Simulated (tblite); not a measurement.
**Run report: C6H9O, geometry relaxation (part 4 of 4)**

Continued. System: C6H9O, multiplicity 2, SMILES O=[C]C1CCCC1. Method: GFN2-xTB geometry optimisation, gas phase (tblite 0.8.0). It belongs to a series of runs on one base structure; here: X = H replaced by cPent.

Geometry of the input (Å):
```
O  1.8377  -0.3972  1.8619
C  1.3567  0.4961  1.1803
C  1.0639  0.4143  -0.2501
C  0.5219  -0.9376  -0.6524
C  -0.7893  -0.9863  0.1032
C  -1.1505  0.4367  0.4733
C  -0.2239  1.2374  -0.4256
H  1.8570  0.7961  -0.9041
H  1.2369  -1.7227  -0.3174
H  0.3494  -1.0519  -1.7197
H  -0.7449  -1.6033  1.0182
H  -1.5571  -1.3586  -0.5999
H  -0.9379  0.5701  1.5595
H  -2.1770  0.6547  0.1831
H  -0.5684  1.1825  -1.4637
H  -0.0821  2.2787  -0.0581
```

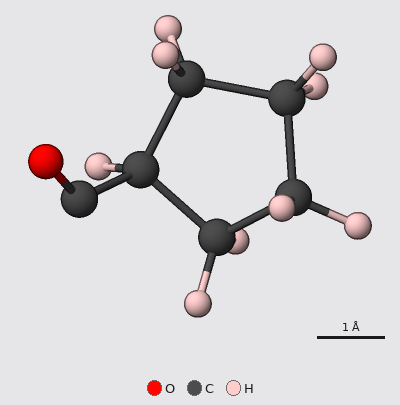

*The geometry at step 101 of the log (ball-and-stick view, seen at a tilt).*

## Trajectory as extended XYZ, continued
```
16
Properties=species:S:1:pos:R:3:forces:R:3 step=92 energy=-582.96401
O     2.4358   -0.0097    1.6572    0.0310  -0.0400   0.0310
C     1.8573    0.6900    0.8880   -0.0320   0.0090  -0.0700
C     1.0229    0.4117   -0.3108   -0.0120  -0.0010  -0.0110
C     0.5273   -1.0575   -0.3925    0.0480  -0.0270   0.0340
C    -0.9868   -1.0093   -0.1364   -0.0110  -0.0150  -0.0430
C    -1.2371    0.3697    0.4744   -0.0120   0.0370  -0.0170
C    -0.2562    1.2633   -0.2767   -0.0180   0.0110  -0.0110
H     1.6536    0.6903   -1.1620   -0.0120  -0.0440   0.0300
H     1.0298   -1.6578    0.3688    0.0010   0.0400  -0.0420
H     0.7607   -1.4901   -1.3664   -0.0230   0.0260   0.0480
H    -1.3150   -1.8167    0.5194    0.0200   0.0540  -0.0300
H    -1.5331   -1.1002   -1.0796    0.0520   0.0310   0.0650
H    -0.9867    0.3639    1.5366   -0.0170  -0.0130  -0.0050
H    -2.2687    0.6978    0.3582   -0.0140  -0.0210   0.0240
H    -0.6174    1.4346   -1.2913    0.0090  -0.0030  -0.0210
H    -0.0940    2.2289    0.2015   -0.0110  -0.0440   0.0180
16
Properties=species:S:1:pos:R:3:forces:R:3 step=94 energy=-582.96539
O     2.4686    0.0047    1.6316    0.0220  -0.0500   0.0150
C     1.8817    0.6954    0.8604   -0.0300   0.0660  -0.0460
C     1.0200    0.4095   -0.3160    0.0040  -0.0140   0.0100
C     0.5270   -1.0610   -0.3717    0.0160  -0.0490  -0.0070
C    -0.9914   -1.0062   -0.1523    0.0380   0.0210   0.0090
C    -1.2411    0.3653    0.4743   -0.0190   0.0070   0.0010
C    -0.2578    1.2641   -0.2658   -0.0080   0.0020  -0.0090
H     1.6316    0.6794   -1.1825    0.0040  -0.0350   0.0070
H     1.0068   -1.6393    0.4215    0.0130   0.0400  -0.0800
H     0.7810   -1.5188   -1.3295   -0.0070   0.0140   0.0870
H    -1.3383   -1.8191    0.4838   -0.0070   0.0070  -0.0030
H    -1.5140   -1.0774   -1.1073    0.0050   0.0250  -0.0040
H    -0.9963    0.3413    1.5377   -0.0060   0.0110  -0.0150
H    -2.2711    0.6959    0.3583   -0.0410  -0.0080   0.0230
H    -0.6243    1.4519   -1.2754    0.0220  -0.0140  -0.0350
H    -0.0901    2.2231    0.2216   -0.0070  -0.0240   0.0470
16
Properties=species:S:1:pos:R:3:forces:R:3 step=97 energy=-582.96766
O     2.5421    0.0226    1.5706   -0.0870   0.1010  -0.1210
C     1.9233    0.7101    0.8178    0.0430  -0.0900   0.0870
C     1.0129    0.4064   -0.3172    0.0380  -0.0030  -0.0100
C     0.5248   -1.0668   -0.3337   -0.0220   0.0010  -0.0090
C    -0.9991   -0.9988   -0.1778    0.0000  -0.0600   0.0190
C    -1.2542    0.3602    0.4703   -0.0130  -0.0430  -0.0060
C    -0.2628    1.2670   -0.2484    0.0180  -0.0230   0.0030
H     1.5951    0.6546   -1.2096    0.0140   0.0000  -0.0080
H     0.9722   -1.6067    0.5039   -0.0060   0.0180  -0.0730
H     0.8183   -1.5650   -1.2587   -0.0050   0.0040   0.0740
H    -1.3807   -1.8212    0.4266   -0.0060   0.0070  -0.0200
H    -1.4847   -1.0418   -1.1552    0.0320   0.0280   0.0280
H    -1.0160    0.3109    1.5341   -0.0050   0.0370  -0.0060
H    -2.2847    0.6898    0.3553   -0.0220   0.0150   0.0110
H    -0.6272    1.4778   -1.2557    0.0390   0.0110   0.0270
H    -0.0869    2.2098    0.2665   -0.0190  -0.0020   0.0030
16
Properties=species:S:1:pos:R:3:forces:R:3 step=99 energy=-582.96876
O     2.5678    0.0325    1.5480   -0.0360   0.0450  -0.0500
C     1.9326    0.7149    0.8060    0.0130  -0.0480   0.0330
C     1.0116    0.4040   -0.3176   -0.0020   0.0150  -0.0210
C     0.5226   -1.0686   -0.3236    0.0130  -0.0010   0.0160
C    -1.0009   -0.9984   -0.1840   -0.0400  -0.0390  -0.0050
C    -1.2600    0.3576    0.4677   -0.0040  -0.0130  -0.0030
C    -0.2631    1.2675   -0.2415    0.0070  -0.0180  -0.0010
H     1.5867    0.6427   -1.2168    0.0100   0.0260  -0.0130
H     0.9654   -1.5970    0.5225   -0.0200  -0.0060  -0.0210
H     0.8280   -1.5801   -1.2361   -0.0100   0.0050   0.0250
H    -1.3957   -1.8205    0.4109    0.0060  -0.0210  -0.0110
H    -1.4751   -1.0327   -1.1680    0.0360   0.0210   0.0380
H    -1.0255    0.3059    1.5321   -0.0090   0.0240   0.0030
H    -2.2919    0.6862    0.3514    0.0210   0.0160   0.0010
H    -0.6252    1.4904   -1.2468    0.0350   0.0140   0.0240
H    -0.0850    2.2046    0.2844   -0.0210  -0.0190  -0.0110
16
Properties=species:S:1:pos:R:3:forces:R:3 step=101 energy=-582.96953
O     2.5824    0.0485    1.5352    0.0120  -0.0230   0.0080
C     1.9445    0.7209    0.7883   -0.0310   0.0170  -0.0340
C     1.0117    0.4014   -0.3232    0.0010  -0.0060   0.0000
C     0.5213   -1.0712   -0.3139    0.0200  -0.0290   0.0140
C    -1.0038   -0.9991   -0.1913    0.0080   0.0050  -0.0010
C    -1.2631    0.3529    0.4677    0.0080   0.0060   0.0090
C    -0.2622    1.2652   -0.2335    0.0040   0.0050  -0.0020
H     1.5763    0.6363   -1.2312   -0.0170   0.0130   0.0090
H     0.9528   -1.5886    0.5453   -0.0200   0.0090  -0.0220
H     0.8376   -1.5984   -1.2139   -0.0160   0.0160   0.0230
H    -1.4079   -1.8251    0.3913    0.0000  -0.0260  -0.0180
H    -1.4640   -1.0167   -1.1814    0.0160  -0.0100   0.0200
H    -1.0346    0.2966    1.5331    0.0020   0.0140   0.0030
H    -2.2930    0.6861    0.3495    0.0100   0.0120  -0.0070
H    -0.6244    1.5037   -1.2340    0.0160   0.0030  -0.0130
H    -0.0812    2.1965    0.3007   -0.0130  -0.0070   0.0120
16
Properties=species:S:1:pos:R:3:forces:R:3 step=103 energy=-582.97007
O     2.6085    0.0589    1.5066    0.0090  -0.0030   0.0040
C     1.9630    0.7277    0.7626   -0.0140  -0.0120  -0.0140
C     1.0096    0.3989   -0.3280    0.0050  -0.0100   0.0080
C     0.5201   -1.0738   -0.2966   -0.0010  -0.0040   0.0030
C    -1.0062   -0.9984   -0.2002    0.0350   0.0140   0.0130
C    -1.2697    0.3490    0.4650    0.0190   0.0100   0.0040
C    -0.2621    1.2649   -0.2230   -0.0020   0.0090   0.0010
H     1.5580    0.6267   -1.2480   -0.0300   0.0030   0.0120
H     0.9348   -1.5733    0.5797   -0.0020   0.0020   0.0140
H     0.8507   -1.6207   -1.1781   -0.0040   0.0050  -0.0100
H    -1.4223   -1.8294    0.3662   -0.0080  -0.0230  -0.0170
H    -1.4454   -1.0017   -1.1984   -0.0150  -0.0260  -0.0170
H    -1.0504    0.2859    1.5316    0.0070   0.0130   0.0120
H    -2.2977    0.6856    0.3410    0.0080   0.0090  -0.0120
H    -0.6212    1.5233   -1.2195    0.0000   0.0020  -0.0130
H    -0.0775    2.1855    0.3275   -0.0070   0.0110   0.0120
16
Properties=species:S:1:pos:R:3:forces:R:3 step=106 energy=-582.97068
O     2.6628    0.0688    1.4543   -0.0060   0.0200  -0.0110
C     1.9914    0.7333    0.7287    0.0070  -0.0280   0.0210
C     1.0055    0.3953   -0.3281    0.0020   0.0020   0.0010
C     0.5174   -1.0770   -0.2689   -0.0030   0.0040  -0.0010
C    -1.0086   -0.9968   -0.2137   -0.0040  -0.0050  -0.0030
C    -1.2795    0.3455    0.4588   -0.0040  -0.0060  -0.0070
C    -0.2624    1.2675   -0.2067    0.0010  -0.0100   0.0020
H     1.5273    0.6118   -1.2654   -0.0090  -0.0010  -0.0060
H     0.9060   -1.5499    0.6339    0.0060   0.0030   0.0020
H     0.8698   -1.6489   -1.1257    0.0120   0.0030  -0.0020
H    -1.4450   -1.8336    0.3294    0.0040  -0.0030   0.0010
H    -1.4201   -0.9904   -1.2244   -0.0100   0.0020   0.0000
H    -1.0762    0.2731    1.5281    0.0050   0.0070   0.0040
H    -2.3051    0.6843    0.3222   -0.0020   0.0140  -0.0070
H    -0.6153    1.5511   -1.1989   -0.0040  -0.0010   0.0010
H    -0.0756    2.1749    0.3651    0.0050   0.0010   0.0040
16
Properties=species:S:1:pos:R:3:forces:R:3 step=108 energy=-582.97076
O     2.6788    0.0737    1.4430   -0.0050   0.0030  -0.0060
C     1.9967    0.7339    0.7239   -0.0050  -0.0110   0.0030
C     1.0050    0.3940   -0.3268    0.0050   0.0020  -0.0010
C     0.5163   -1.0781   -0.2645    0.0060   0.0020   0.0080
C    -1.0097   -0.9974   -0.2161   -0.0010   0.0030  -0.0050
C    -1.2826    0.3446    0.4562   -0.0050   0.0050   0.0030
C    -0.2620    1.2675   -0.2028   -0.0010   0.0040   0.0010
H     1.5216    0.6089   -1.2676   -0.0040  -0.0040   0.0000
H     0.9006   -1.5474    0.6427    0.0010   0.0070  -0.0100
H     0.8728   -1.6536   -1.1174    0.0100   0.0060   0.0040
H    -1.4484   -1.8344    0.3242   -0.0010  -0.0110   0.0100
H    -1.4179   -0.9904   -1.2281   -0.0040   0.0040  -0.0030
H    -1.0845    0.2723    1.5268    0.0020  -0.0010  -0.0040
H    -2.3070    0.6849    0.3145   -0.0030   0.0100  -0.0040
H    -0.6125    1.5584   -1.1940   -0.0020  -0.0070   0.0080
H    -0.0747    2.1718    0.3746    0.0040  -0.0130  -0.0030
16
Properties=species:S:1:pos:R:3:forces:R:3 step=110 energy=-582.97081
O     2.6787    0.0720    1.4431    0.0020  -0.0050   0.0010
C     1.9947    0.7328    0.7266   -0.0030   0.0020   0.0010
C     1.0051    0.3943   -0.3261   -0.0040  -0.0020  -0.0030
C     0.5165   -1.0777   -0.2655   -0.0010   0.0030   0.0010
C    -1.0098   -0.9974   -0.2152   -0.0020  -0.0030   0.0010
C    -1.2829    0.3451    0.4562    0.0000  -0.0010  -0.0010
C    -0.2622    1.2672   -0.2036    0.0000  -0.0030   0.0030
H     1.5231    0.6100   -1.2657    0.0000  -0.0020  -0.0040
H     0.9026   -1.5481    0.6400    0.0000   0.0020  -0.0010
H     0.8726   -1.6517   -1.1195    0.0070   0.0050   0.0010
H    -1.4470   -1.8349    0.3265    0.0020   0.0020   0.0000
H    -1.4196   -0.9905   -1.2268    0.0000  -0.0020   0.0010
H    -1.0843    0.2743    1.5266    0.0000  -0.0040   0.0020
H    -2.3073    0.6857    0.3141    0.0000   0.0060  -0.0030
H    -0.6127    1.5562   -1.1950   -0.0040  -0.0010  -0.0020
H    -0.0750    2.1716    0.3728    0.0030   0.0020   0.0020
```

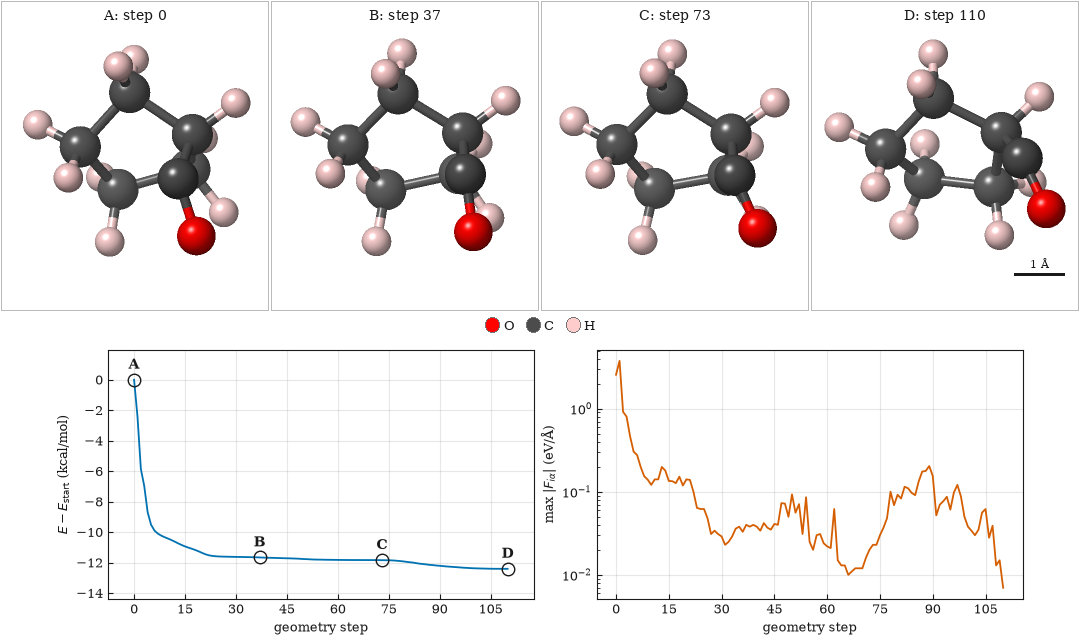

*Frames of the relaxation (ball-and-stick view, seen at a tilt) above the curves, on which the letters mark them (steps are counted from 0).*

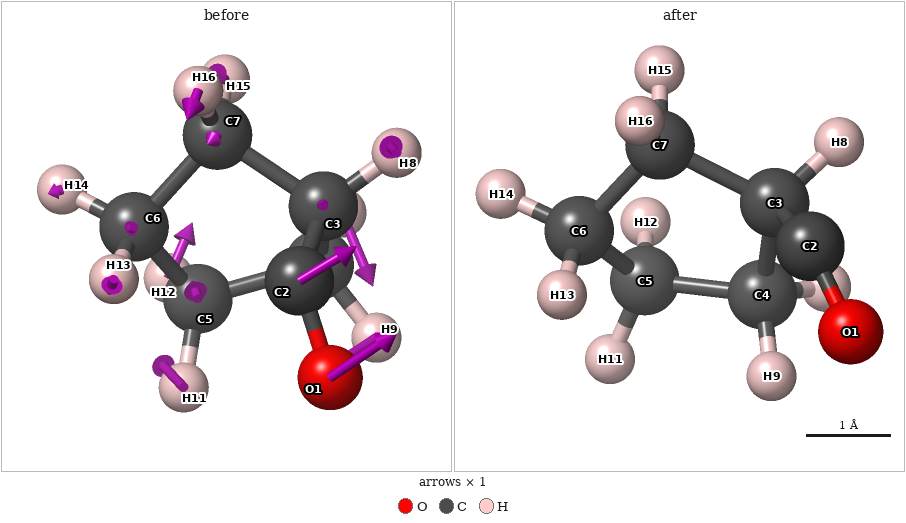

*Before (left) and after (right) the relaxation, at one scale (ball-and-stick view, seen at a tilt). The pink arrows give the displacements, at true length.*

O1 moves most after the best rigid fit: 1.05 Å. Largest moves by element: O 1.05 Å, H 1.03 Å, C 0.82 Å. Among the contacts that change: C3–C4 1.511 → 1.552 Å, O1–C2 1.222 → 1.191 Å, C4–H9 1.113 → 1.091 Å, C2–C3 1.462 → 1.484 Å. Among the angles that change: C2–C3–H8 114.8° → 104.4°, C4–C3–C7 98.5° → 105.9°, O1–C2–C3 125.7° → 133.1°. The energy falls by 12.4 kcal/mol in 110 geometry steps. Largest force component: 2.6 eV/Å at the start, 0.007 eV/Å at the end. (Atoms are counted from 1 in the order of the input.)

## Key numbers

- outcome: converged
- total energy: −582.9708 eV
- peak memory: 0.18 GiB
